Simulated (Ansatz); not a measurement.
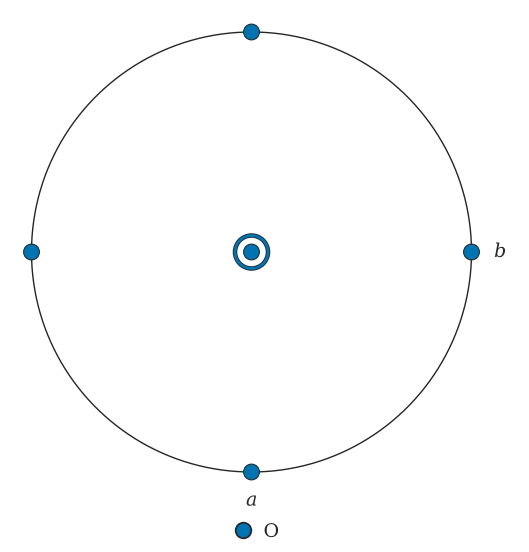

Crystal: TaGa2O6, the geometry relaxed with DFT PBE, scalar-relativistic, plane waves, PAW in Ansatz 0.2.0; the starting structure was generated, so it need not be a known form of this composition. Directions from one gallium atom at (1/4, 1/4, 3/4) to its bonded neighbours, in stereographic projection down c (filled: above the plane of the page or in it, open: below). All values are computed from the atomic coordinates in the standard setting (tolerance 0.002 Å).

Neighbours are counted up to 2.29 Å for O; other elements are left out.

```cif
data_structure
_symmetry_space_group_name_H-M 'P 1'
_symmetry_Int_Tables_number 1
_cell_length_a 7.4897
_cell_length_b 7.4897
_cell_length_c 7.4897
_cell_angle_alpha 90.000
_cell_angle_beta 90.000
_cell_angle_gamma 90.000
_cell_volume 420.14
loop_
_atom_site_label
_atom_site_type_symbol
_atom_site_fract_x
_atom_site_fract_y
_atom_site_fract_z
_atom_site_occupancy
Ta1 Ta 0.00000 0.00000 0.00000 1
Ga1 Ga 0.25000 0.25000 0.75000 1
Ga2 Ga 0.25000 0.75000 0.75000 1
O1 O 0.00000 0.75000 0.75000 1
O2 O 0.00000 0.25000 0.75000 1
O3 O 0.75000 0.00000 0.75000 1
O4 O 0.25000 0.00000 0.75000 1
O5 O 0.25000 0.25000 0.00000 1
O6 O 0.25000 0.75000 0.00000 1
Ta2 Ta 0.00000 0.50000 0.50000 1
Ga3 Ga 0.25000 0.75000 0.25000 1
Ga4 Ga 0.25000 0.25000 0.25000 1
O7 O 0.00000 0.25000 0.25000 1
O8 O 0.00000 0.75000 0.25000 1
O9 O 0.75000 0.50000 0.25000 1
O10 O 0.25000 0.50000 0.25000 1
O11 O 0.25000 0.75000 0.50000 1
O12 O 0.25000 0.25000 0.50000 1
Ta3 Ta 0.50000 0.00000 0.50000 1
Ga5 Ga 0.75000 0.25000 0.25000 1
Ga6 Ga 0.75000 0.75000 0.25000 1
O13 O 0.50000 0.75000 0.25000 1
O14 O 0.50000 0.25000 0.25000 1
O15 O 0.25000 0.00000 0.25000 1
O16 O 0.75000 0.00000 0.25000 1
O17 O 0.75000 0.25000 0.50000 1
O18 O 0.75000 0.75000 0.50000 1
Ta4 Ta 0.50000 0.50000 0.00000 1
Ga7 Ga 0.75000 0.75000 0.75000 1
Ga8 Ga 0.75000 0.25000 0.75000 1
O19 O 0.50000 0.25000 0.75000 1
O20 O 0.50000 0.75000 0.75000 1
O21 O 0.25000 0.50000 0.75000 1
O22 O 0.75000 0.50000 0.75000 1
O23 O 0.75000 0.75000 0.00000 1
O24 O 0.75000 0.25000 0.00000 1
```

### How many neighbours are there, and at what angles?

6: 6 O at 1.87 Å. Angles between bonds: 90° (12×), 180° (3×).

### What is the site's symmetry in the crystal?

Point group -43m (Td), order 24: three −4 axes, four threefold axes, six mirror planes. In Fm-3m (No. 225) this is Wyckoff position 8c.
